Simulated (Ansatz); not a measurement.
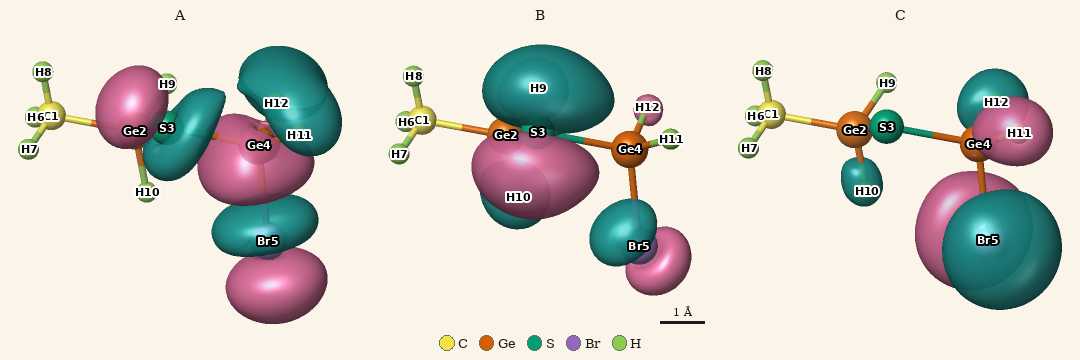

CH7BrGe2S (SMILES [CH3][GeH2][S][GeH2][Br]). Three frontier orbitals at ±0.08 Å⁻³ᐟ² (teal and pink are the two phases), in no order.

Not at a stationary point (largest force 0.9 eV/Å).

Method: SCF PBE, Gaussian basis (Ansatz 0.2.0).

The calculation's input:

```
crystal:
  periodic: [false, false, false]
  atoms:
    - { symbol: C, position_ang: [-2.3318, -0.7569, 0.4455] }
    - { symbol: Ge, position_ang: [-0.4732, -0.5022, -0.0635] }
    - { symbol: S, position_ang: [0.155, 1.5625, 0.4633] }
    - { symbol: Ge, position_ang: [2.1946, 1.2567, -0.3643] }
    - { symbol: Br, position_ang: [3.399, -0.1826, 1.0141] }
    - { symbol: H, position_ang: [-2.6486, -1.787, 0.183] }
    - { symbol: H, position_ang: [-2.4392, -0.6033, 1.5389] }
    - { symbol: H, position_ang: [-2.966, -0.0248, -0.0953] }
    - { symbol: H, position_ang: [-0.3259, -0.7172, -1.5914] }
    - { symbol: H, position_ang: [0.409, -1.5271, 0.6935] }
    - { symbol: H, position_ang: [2.926, 2.6215, -0.4318] }
    - { symbol: H, position_ang: [2.1011, 0.6602, -1.7922] }
basis:
  gaussian:
    orbitals: def2-SVP
hamiltonian:
  xc: pbe
output:
  orbitals: {}
  forces: true
```

Launched as:

```sh
python methods_ch7brge2s.py
```

> Which picture is the HOMO−1, the HOMO and the LUMO?

C is the HOMO−1 (−6.81 eV). Its weight (Hirshfeld) is mainly on Br5 (about 80 %) and Ge4 (about 10 %); largely a lone pair of Br5. B is the HOMO (−6.17 eV). Its weight (Hirshfeld) is mainly on S3 (about 70 %), Br5 (about 5 %) and Ge2 (about 5 %); largely a lone pair of S3. A is the LUMO (−1.66 eV). By Hirshfeld shares it lies mainly on Ge4 (about 35 %), Br5 (about 30 %), S3 (about 15 %) and H12 (about 10 %).

> What is the HOMO–LUMO gap?

4.51 eV between the orbital energies.
